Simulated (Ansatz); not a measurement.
## Electronic structure of CH6GeN (SMILES [CH3][GeH]=[NH2+]) (charge +1) in real space

```xyz
9

C    -0.1719   -0.3660   -1.4206
Ge   -0.7943   -0.2607    0.3913
N     0.2932    0.2873    1.6488
H    -0.8067    0.2801   -2.0484
H    -2.1843   -0.6085    0.9137
H     0.0171    0.3629    2.6279
H     1.2607    0.5615    1.4791
H     0.8779   -0.0479   -1.4826
H    -0.2792   -1.4059   -1.7691
```

Geometry: B3LYP-D3(BJ)/def2-SVP.

Method: isolated molecule in a Gaussian basis; Kohn-Sham density functional theory, functional PBE0 in Ansatz.

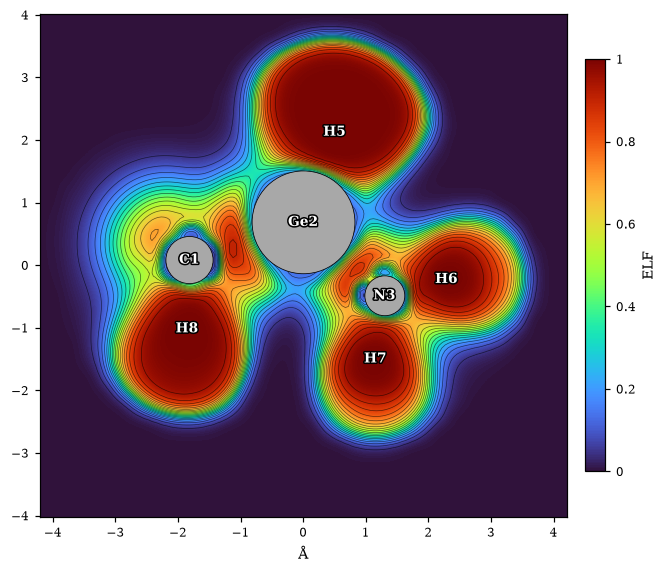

Figure 1. Electron localisation function on the plane of atoms N3, Ge2 and H5. Grey discs cover the atomic cores.

Q: Read the bonding off the picture.

A:
- Atoms in the plane: C, Ge, N and H.
- Ge–N (1.75 Å): the ELF peaks at about 0.85 in the valence shell of N, 0.6 Å from its nucleus, and is about 0.40 at the midpoint.
- C–Ge (1.92 Å): the ELF peaks at about 0.90 in the valence shell of C, 0.7 Å from its nucleus, and is about 0.70 at the midpoint.
- N–H (1.02 Å): the ELF climbs to about 1 towards the hydrogen, as it does in any bond to H; an ordinary covalent bond to hydrogen.
- C–H (1.10 Å): the ELF climbs to about 1 towards the hydrogen: an ordinary covalent bond to hydrogen.
- Ge–H (1.53 Å): the ELF climbs to about 1 towards the hydrogen.

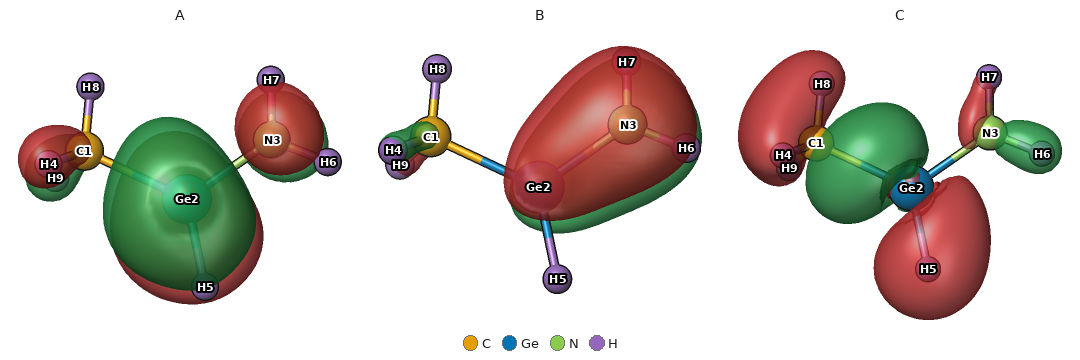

Figure 2. Three frontier orbitals at ±0.1 Å⁻³ᐟ² (green and red are the two phases), in no order.

Q: Which picture is the HOMO−1, the HOMO and the LUMO?

A: C is the HOMO−1 (−15.36 eV). By Hirshfeld shares it lies mainly on Ge2 (about 35 %), C1 (about 35 %) and H5 (about 15 %). B is the HOMO (−14.17 eV). Its weight (Hirshfeld) is mainly on N3 (about 65 %) and Ge2 (about 20 %). A is the LUMO (−7.41 eV). By Hirshfeld shares it lies mainly on Ge2 (about 70 %) and N3 (about 15 %).

Q: What is the HOMO–LUMO gap?

A: 6.76 eV between the orbital energies.

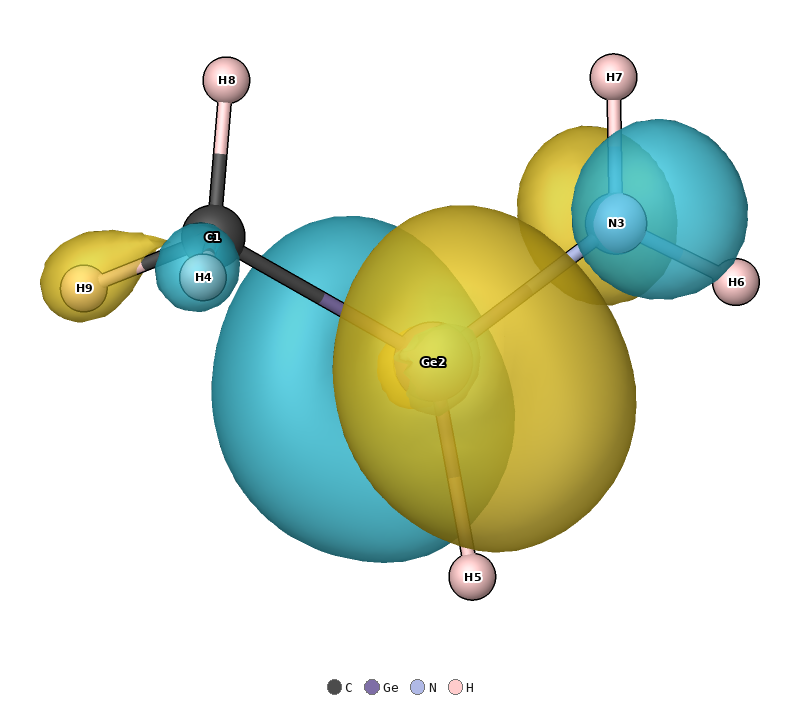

Figure 3. The LUMO at ±0.15 Å⁻³ᐟ² (yellow and cyan are the two phases), seen at a tilt.

Q: Where does this orbital lie, and at what energy?

A: By Hirshfeld shares it lies mainly on Ge2 (about 70 %) and N3 (about 15 %). Its energy is −7.41 eV.
